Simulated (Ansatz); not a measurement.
Input

```
crystal:
  periodic: [false, false, false]
  atoms:
    - { symbol: Si, position_ang: [0.0, 0.0, 0.0] }
    - { symbol: F, position_ang: [0.0, 0.0, 1.94] }
    - { symbol: H, position_ang: [1.3768, 0.0, -0.4862] }
    - { symbol: H, position_ang: [-0.6877, 1.1914, -0.4862] }
    - { symbol: H, position_ang: [-0.6877, -1.1914, -0.4862] }
    - { symbol: P, position_ang: [-2.3535, 0.0, 0.782] }
    - { symbol: H, position_ang: [-3.1199, -0.8853, -0.0213] }
    - { symbol: H, position_ang: [-2.4033, -0.4268, 2.1354] }
    - { symbol: H, position_ang: [-1.1633, 0.0, 1.8666] }
basis:
  gaussian: { orbitals: def2-SVP }
hamiltonian:
  xc: b3lyp
  dispersion: d4
relax:
  f_tol: 0.15
  max_steps: 25
  restrain:
    - { distance: [0, 5], at: 3.38, k: 30.0 }
    - { distance: [8, 1], at: 2.12, k: 30.0 }
    - { distance: [0, 1], at: 1.59, k: 30.0 }
    - { distance: [8, 5], at: 1.42, k: 30.0 }
output:
  orbitals: {}
```

Run with:

```sh
ansatz run input.yaml --threads 2 --pin off --max-ram 3072MiB --backend cpu --events-out ev --progress --plain --runs-dir out
```

The fields are those of the run's last geometry, not of the input's.

Not at a stationary point (largest force 0.9 eV/Å).

All numbers below come from Ansatz 0.2.0, RKS B3LYP-D4/def2-SVP.

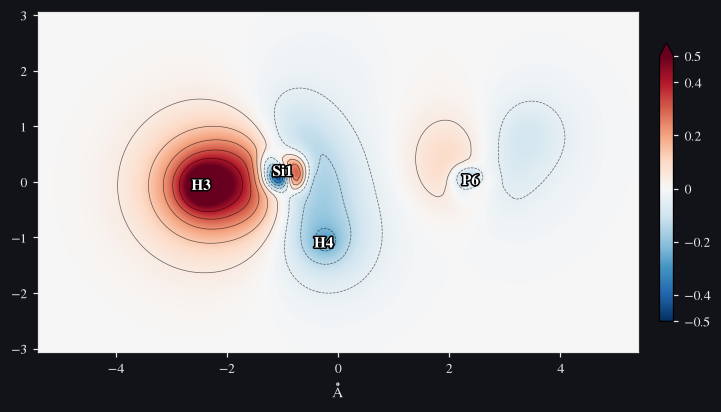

FH$_{3}$Si···PH$_{3}$. The HOMO−1 on the plane of atoms H3, Si1 and H4 (values in Å⁻³ᐟ²; the overall sign is arbitrary).

> Describe this orbital and give its energy.

It lies mainly on Si1 (about 30 %), H3 (about 30 %), H5 (about 15 %) and F2 (about 15 %). Its energy is −9.47 eV.
